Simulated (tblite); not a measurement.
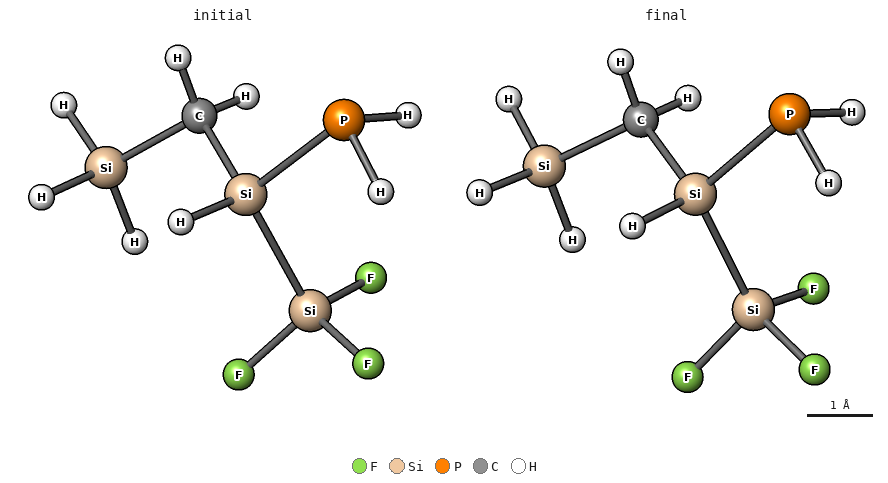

The structure of CH8F3PSi3 before (left) and after (right) a relaxation, at one scale.

The picture is a ball-and-stick view, seen at a tilt.

Computed with GFN2-xTB geometry optimisation, gas phase (tblite 0.8.0). 

### Summarise the run.

The energy falls by 0.323 eV in 50 geometry steps. The largest move after the best rigid fit is that of an F atom, 0.17 Å. Largest moves by element: F 0.17 Å, H 0.17 Å, Si 0.13 Å, P 0.11 Å, C 0.08 Å. Near-neighbour distances that change, for instance: C–Si 1.846 → 1.908 Å, Si–Si 2.326 → 2.288 Å, H–P 1.421 → 1.387 Å, H–Si 1.494 → 1.463 Å. Bond angles that change, for instance: Si–C–Si 107.5° → 116.1°, F–Si–F 109.0° → 101.9°, F–Si–F 108.4° → 101.4°. The run took 0.85 s on 1 thread of Arm Neoverse N1, on a shared host.
